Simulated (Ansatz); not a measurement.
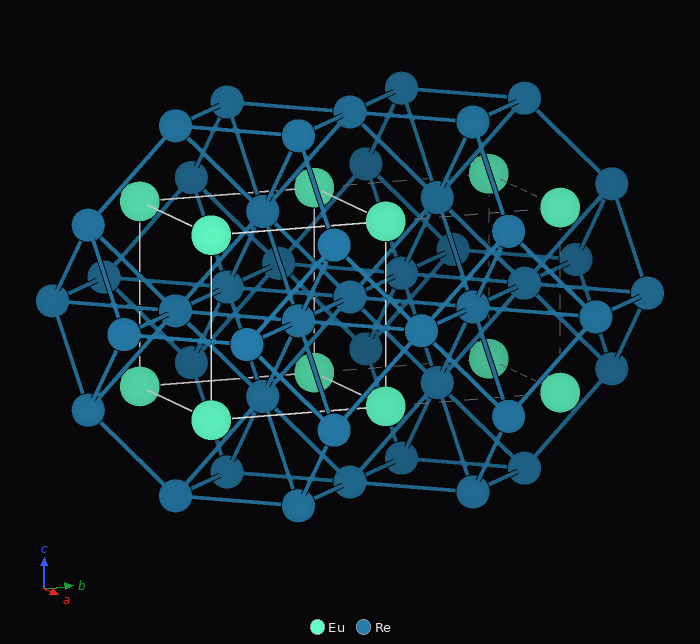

EuRe3 (space group Pm-3m, No. 221). Coordinates: the input geometry of an electronic-structure calculation (not necessarily at equilibrium); the starting structure was generated, so it need not be a known form of this composition.

Bonds are taken as Re–Re below 3.4 Å; Eu is left out of the net, as the electropositive filling of the structure; no other contact counts. Atoms with one bond or none are removed and atoms with two bonds are replaced by edges, until no such atom is left.

Question: What kind of net remains, and which atoms are its nodes?

Answer: A uninodal 8-connected, three-periodic net: Re is an 8-connected node.

Question: Name the underlying net.

Answer: It is the reo net, known from the oxygen array of ReO3.

Question: Is the net interpenetrated?

Answer: It is a single net, without interpenetration.

Question: How many nodes does the smallest cycle have?

Answer: Three.

The simplified net, drawn on the atoms' positions. Nodes are coloured by element. Short stubs are edges that leave the cut-out.

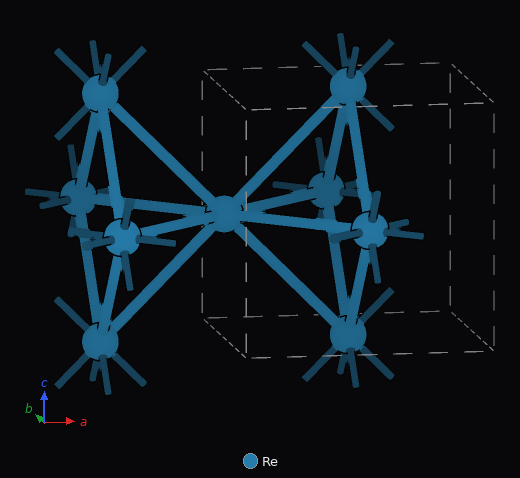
